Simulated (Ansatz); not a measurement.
**CHFO (formyl fluoride): levels of theory compared**

Wanted: a comparison of 6 runs (PBE/STO-3G, UB3LYP/STO-3G, revPBE/STO-3G, MP2/STO-3G, CCSDT/STO-3G, UCCSD(T)/STO-3G) of CHFO (formyl fluoride). 

Program for the calculation: Ansatz 0.2.0.

73 further runs of the same task are left out: 73 set aside as unsound or not needed.

## 1. Starting point

CHFO has 4 atoms, charge 0, and is taken as a singlet. SMILES: `O=CF`. The H4–C2 distance was set to 1.373 Å, away from the relaxed value.

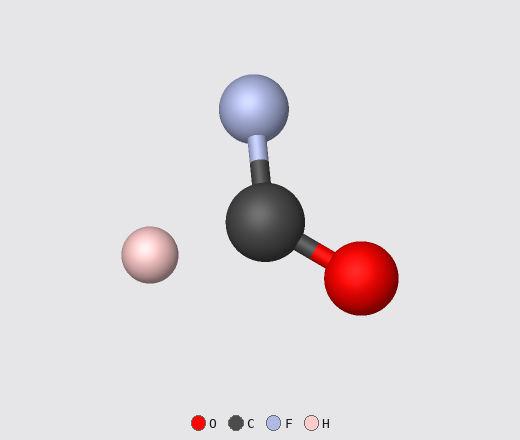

Viewed from a chosen angle; oxygen red, carbon dark grey, fluorine light blue, hydrogen pink.

## 2. A single-point energy at PBE/STO-3G (run 1)

Input file molecule.yaml:

```yaml
crystal:
  periodic: [false, false, false]
  atoms:
    - {symbol: O, position_ang: [-0.990883, 0.008968, 1.003612]}
    - {symbol: C, position_ang: [-0.150943, -0.113712, 0.196562]}
    - {symbol: F, position_ang: [0.483167, -1.277912, -0.007718]}
    - {symbol: H, position_ang: [0.355050, 0.821510, -0.671560]}
basis:
  gaussian:
    orbitals: STO-3G
hamiltonian:
  xc: pbe
accuracy: high
```

The run is started by

```console
$ ansatz run molecule.yaml --threads 1 --pin off --max-ram 2610MiB --events-out events.jsonl --progress --plain --runs-dir runs
```

The program printed:

```text
Warning: RAYON_NUM_THREADS=1 ignored (pool sized by the plan → 1); use --threads N
Functional definition: PBE
  name "PBE"
  parameter kappa = 0.804
  parameter beta = 0.06672455060314922
  exchange = pbe_x(kappa = kappa, mu = beta*pi^2/3)
  correlation = pbe_c(beta = beta)
273 factors; integrals over basis functions are off by at most 3.4e-8 eV
mean field evaluation 1: about -5727.0135 eV, gradient 2.7e1 eV
mean field evaluation 2: about -5710.8341 eV, gradient 8.8e1 eV
mean field evaluation 4: about -5729.0062 eV, gradient 3.7e0 eV
mean field evaluation 8: about -5728.9810 eV, gradient 1.2e-1 eV
mean field evaluation 16: about -5728.9811 eV, gradient 2.0e-8 eV
mean field -5728.98107966 eV, -210.5361714345 hartree, gradient 2.1e-8 eV, S^2 0.000000; 0 other end points of the search recorded, 0 dependent functions left out
reference -5728.98108075 eV, -210.5361714747 hartree; 12, 12 occupied and 4, 4 virtual orbitals, 273 factors
Total energy: -5728.98108075 eV, -210.5361714747 hartree
```

Wall time 0.77 s (1 thread of Arm Neoverse V1, shared host).

## 3. The energy at UB3LYP/STO-3G (run 2)

Input file molecule.yaml:

```yaml
crystal:
  periodic: [false, false, false]
  atoms:
    - symbol: O
      position_ang: [-0.990883, 0.008968, 1.003612]
    - symbol: C
      position_ang: [-0.150943, -0.113712, 0.196562]
    - symbol: F
      position_ang: [0.483167, -1.277912, -0.007718]
    - symbol: H
      position_ang: [0.355050, 0.821510, -0.671560]
basis:
  gaussian:
    orbitals: STO-3G
magnetization:
  spin_polarized: true
  initial_magnetization: 0
hamiltonian:
  xc: {name: B3LYP}
accuracy: high
```

The run is started by

```console
$ ansatz run molecule.yaml --threads 1 --pin off --max-ram 2610MiB --events-out events.jsonl --progress --plain --runs-dir runs
```

The program printed:

```text
Warning: RAYON_NUM_THREADS=1 ignored (pool sized by the plan → 1); use --threads N
Functional definition: B3LYP
  name "B3LYP"
  parameter a0 = 0.2
  parameter ax = 0.72
  parameter ac = 0.81
  exchange = (1 - a0 - ax)*slater_x + ax*b88_x + a0*exact_x
  correlation = (1 - ac)*vwn_rpa_c + ac*lyp_c
273 factors; integrals over basis functions are off by at most 3.4e-8 eV
mean field evaluation 1: about -5731.7111 eV, gradient 2.1e1 eV
mean field evaluation 2: about -5723.2838 eV, gradient 4.9e1 eV
mean field evaluation 4: about -5734.3014 eV, gradient 1.8e0 eV
mean field evaluation 8: about -5734.2893 eV, gradient 2.9e-2 eV
mean field evaluation 16: about -5734.2893 eV, gradient 6.3e-9 eV
mean field -5734.28929093 eV, -210.7312446008 hartree, gradient 1.2e-8 eV, S^2 0.000000; 0 other end points of the search recorded, 0 dependent functions left out
reference -5734.28930919 eV, -210.7312452719 hartree; 12, 12 occupied and 4, 4 virtual orbitals, 273 factors
Total energy: -5734.28930919 eV, -210.7312452719 hartree
```

Wall time 1.3 s (1 thread of Arm Neoverse V1, shared host); peak memory 0.11 GiB.

Runs 3 to 5 aren't shown in full; the table further down has their settings and results.

## 4. The energy at UCCSD(T)/STO-3G (run 6)

Input file run.yaml:

```yaml
crystal:
  periodic: [false, false, false]
  atoms:
    - {symbol: O, position_ang: [-0.990883, 0.008968, 1.003612]}
    - {symbol: C, position_ang: [-0.150943, -0.113712, 0.196562]}
    - {symbol: F, position_ang: [0.483167, -1.277912, -0.007718]}
    - {symbol: H, position_ang: [0.355050, 0.821510, -0.671560]}
basis:
  gaussian:
    orbitals: STO-3G
correlation:
  method: ccsd_t
  frozen_orbitals: {C: 1, F: 1, H: 0, O: 1}
accuracy: high
magnetization:
  spin_polarized: true
scf:
  omitted_lower_state_checks: [cluster_reference, increment]
```

The run is started by

```console
$ ansatz run run.yaml --threads 1 --pin off --max-ram 2610MiB --events-out events.jsonl --progress --plain --runs-dir runs
```

The program printed:

```text
Warning: RAYON_NUM_THREADS=1 ignored (pool sized by the plan → 1); use --threads N
Functional definition: HF
  name "HF"
  exchange = exact_x
  correlation = 0
these checks for a lower state are left out or cut short: cluster_reference, increment
273 factors; integrals over basis functions are off by at most 3.4e-8 eV
mean field evaluation 1: about -5704.3396 eV, gradient 2.6e1 eV
mean field evaluation 2: about -5704.4243 eV, gradient 2.6e1 eV
mean field evaluation 4: about -5708.6149 eV, gradient 1.9e0 eV
mean field evaluation 8: about -5708.6773 eV, gradient 6.8e-2 eV
mean field evaluation 16: about -5708.6375 eV, gradient 7.6e-1 eV
mean field evaluation 32: about -5708.6772 eV, gradient 7.7e-3 eV
mean field -5708.67732524 eV, -209.7900222220 hartree, gradient 3.0e-8 eV, S^2 0.000323; 3 other end points of the search recorded, 0 dependent functions left out
3 core orbitals not correlated: weight in the atoms' cores, before any rotation towards them, 1.000 or more for the frozen orbitals, at most 0.000 for the correlated occupied ones
reference -5708.67732524 eV, -209.7900222220 hartree; 9, 9 occupied and 4, 4 virtual orbitals, 273 factors
second order -3.85318454 eV of doubles, -0.00000000 eV of singles
cycle   1  -4.15691972 eV  change   -3.0e-1 eV  update   9.1e-2
cycle   2  -4.43536393 eV  change   -2.8e-1 eV  update   3.0e-2
cycle   3  -4.52084556 eV  change   -8.5e-2 eV  update   1.4e-2
cycle   4  -4.52679941 eV  change   -6.0e-3 eV  update   2.9e-3
cycle   5  -4.52760830 eV  change   -8.1e-4 eV  update   1.2e-3
cycle   6  -4.52760376 eV  change    4.5e-6 eV  update   4.1e-4
cycle   7  -4.52753144 eV  change    7.2e-5 eV  update   1.6e-4
cycle   8  -4.52753668 eV  change   -5.2e-6 eV  update   7.6e-5
cycle   9  -4.52756902 eV  change   -3.2e-5 eV  update   2.6e-5
cycle  10  -4.52756265 eV  change    6.4e-6 eV  update   8.8e-6
cycle  11  -4.52756126 eV  change    1.4e-6 eV  update   3.0e-6
cycle  12  -4.52755981 eV  change    1.5e-6 eV  update   9.9e-7
cycle  13  -4.52756056 eV  change   -7.6e-7 eV  update   3.2e-7
cycle  14  -4.52756071 eV  change   -1.5e-7 eV  update   1.4e-7
cycle  15  -4.52756075 eV  change   -3.7e-8 eV  update   4.1e-8
cycle  16  -4.52756073 eV  change    1.8e-8 eV  update   2.3e-8
cycle  17  -4.52756018 eV  change    5.5e-7 eV  update   8.7e-8
cycle  18  -4.52756003 eV  change    1.5e-7 eV  update   3.2e-8
cycle  19  -4.52755998 eV  change    4.4e-8 eV  update   9.1e-9
cycle  20  -4.52755998 eV  change    2.5e-9 eV  update   3.2e-9
cycle  21  -4.52755998 eV  change   5.2e-10 eV  update   1.3e-9
perturbative correction -0.19615215 eV, -0.0072084585 hartree
Total energy: -5713.40103737 eV, -209.9636154409 hartree
Checks for a lower state left out: cluster_reference, increment
```

Run time: 0.36 s. Hardware: 1 thread of Arm Neoverse V1, shared host.

## 5. Overview of the runs

```csv
run,level,frozen core orbitals,energy (Eh),wall time
1,PBE/STO-3G,–,-210.536171,0.77 s
2,UB3LYP/STO-3G,–,-210.731245,1.3 s
3,revPBE/STO-3G,–,-210.709442,0.75 s
4,MP2/STO-3G,3,-209.931658,0.1 s
5,CCSDT/STO-3G,3,-209.964836,0.32 s
6,UCCSD(T)/STO-3G,3,-209.963615,0.36 s
```

## 6. Outcome

| quantity | value |
| --- | --- |
| run 6: total energy | -209.96362 Eh |
| run 6: correlation energy (3 core orbitals frozen) | -173.6 mEh |
| run 6: (T) correction | -7.21 mEh |
| run 6: T1 diagnostic | 0.015 |

Totals of different functionals can't be ranked against each other. In runs 4, 5 the log says that unrestricted orbitals would lower the reference, so the values rest on an unstable closed-shell determinant (other closed-shell runs at this shape may share the fault). In runs 1, 2, 3, 4, 5, 6 the basis is minimal, so the values are rough. All runs together took 3.6 s, the longest 1.3 s.
